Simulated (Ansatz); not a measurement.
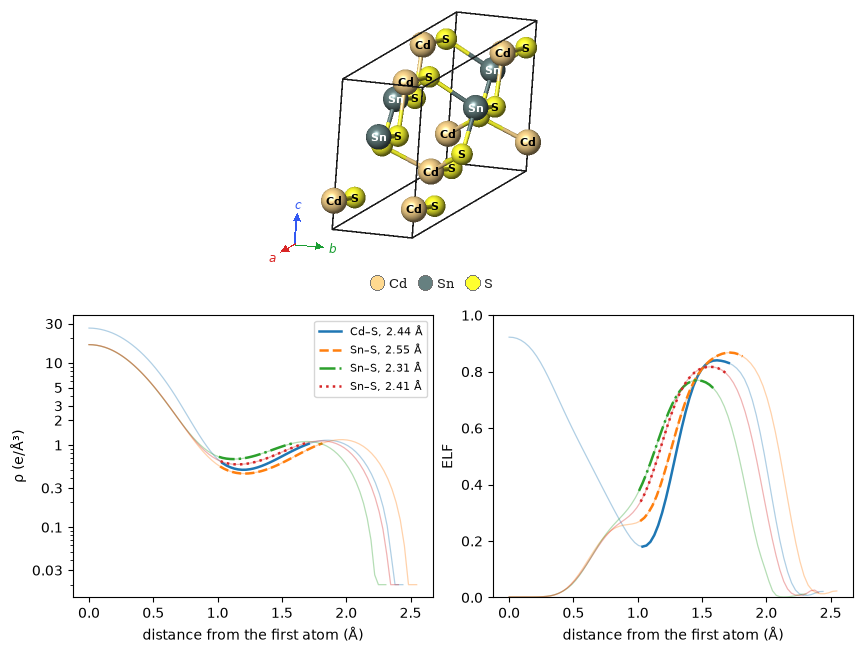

Figure. Cd2SnS4. Valence electron density and electron localisation function along straight lines between neighbouring atoms. Thin, pale parts lie inside the atomic spheres. The structure is drawn too.

Space group P1; a structure from a database of computed crystals, not necessarily the ambient phase; started from the Al2ZnSe4-6 prototype, which need not be the ambient phase; changed on purpose from its base cell (shaken).

All numbers below come from Ansatz, DFT, PBEsol, plane waves, PAW.

In a PAW calculation such maps are meaningful between the atoms, not at the nuclei.

```xyz
14
Lattice="-12.9873 -1.9840 1.1152 -0.5977 3.9109 -0.0296 0.6335 0.0450 -6.8637" Properties=species:S:1:pos:R:3 pbc="T T T"
Cd   -6.6945    0.9688   -0.7683
Cd    0.0980    0.0053   -1.3110
Cd   -9.9734    0.4285   -5.3921
Cd   -3.7787    3.3760   -5.9644
Sn   -6.1133   -0.9673   -3.8650
Sn    0.0815    1.9802   -4.4374
S   -10.6438    0.3376   -3.0161
S    -4.4490    3.2851   -3.5885
S   -11.0844    2.3003   -0.0065
S    -4.2918    1.3368   -0.5492
S    -7.2620    0.8476   -5.2352
S    -0.4695   -0.1158   -5.7780
S    -7.5215   -1.1677   -1.9246
S    -1.3268    1.7798   -2.4970
```

What can be read from the curves?

Cd–S (2.44 Å): the density is about 0.5 e/Å³ at the midpoint; the ELF peaks at about 0.85 in the valence shell of S, 0.8 Å from its nucleus, and is about 0.35 at the midpoint.
Sn–S (2.55 Å): ρ at the midpoint is about 0.46 e/Å³; the ELF peaks at about 0.85 in the valence shell of S, 0.8 Å from its nucleus, and is about 0.55 at the midpoint.
Sn–S (2.31 Å): ρ at the midpoint is about 0.68 e/Å³; the ELF peaks at about 0.75 in the valence shell of S, 0.8 Å from its nucleus, and is about 0.55 at the midpoint.
Sn–S (2.41 Å): the density is about 0.59 e/Å³ at the midpoint; the ELF peaks at about 0.80 in the valence shell of S, 0.8 Å from its nucleus, and is about 0.55 at the midpoint.
